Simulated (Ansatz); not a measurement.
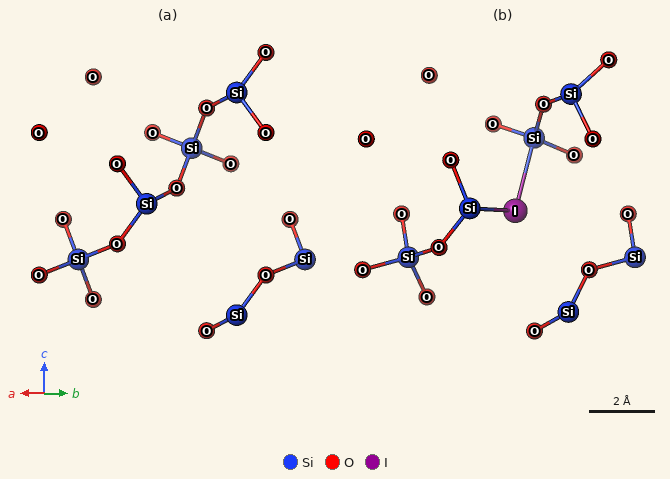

Left: perfect SiO$_{2}$. Right: the same region with one point defect, after relaxing the atoms in a supercell of 24 sites. The picture is a ball-and-stick view of the atoms within 5.4 Å of one point, in a slice 4.2 Å thick across the line of sight, seen along [110].

These are results of Ansatz, DFT, PBE, plane-wave PAW, default files, scalar-relativistic, not measurements. Set-up: plane-wave cutoff 420 eV; k-point mesh 3 × 3 × 3; occupations fermi dirac; smearing width 0.01 eV; no spin polarisation. A uniform background neutralises the charged cell. The axes drawn are those of the host's conventional cell.

**What kind of defect was made?**

An oxygen atom is replaced by iodine.

The charge state of the cell is +1.

**What does the relaxation do around it?**

In the host the O atom has 2 Si at 1.61 Å; the I atom ends with 2 Si at 2.45 to 2.48 Å. Of the host's atoms, an oxygen atom moves furthest from its site, by 0.58 Å. The I atom itself moves 0.87 Å from where it was put. Relaxing the atoms from the host's sites lowers the energy by 29.53 eV.

Limits of the set-up: the periodic images lie only 7.1 Å apart, so the values are limited by the cell's size; the cell is charged, on a uniform background, and energies carry no finite-size correction.
